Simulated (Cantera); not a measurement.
Charge: 1 mol trisilylamine, 1.9 mol NH₃, 3.3 mol N₂, held at 0.000110 bar.

These are equilibrium values from Cantera (NASA tables, ideal gas, pure condensed phases), not measurements of a reactor. Candidate condensed phases: Si, Si₃N₄; 18 gas species. The feed counts by its element totals alone. The tables' values for SiN are old estimates; treat these amounts as uncertain. Gases not in the tables: Si₂H₆ and higher silanes. Kinetics and transport are ignored.

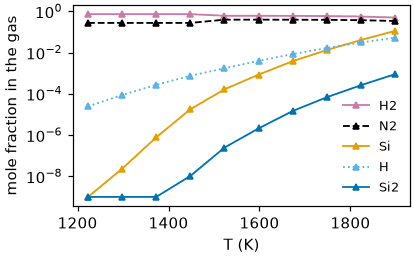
Equilibrium gas composition (values under 1e-9 drawn at 1e-9)

From 1223 K to 1448 K the condensed part is Si₃N₄(s). From 1523 K to 1673 K the condensed part is Si(s). From 1748 K to 1898 K the condensed part is Si(l).
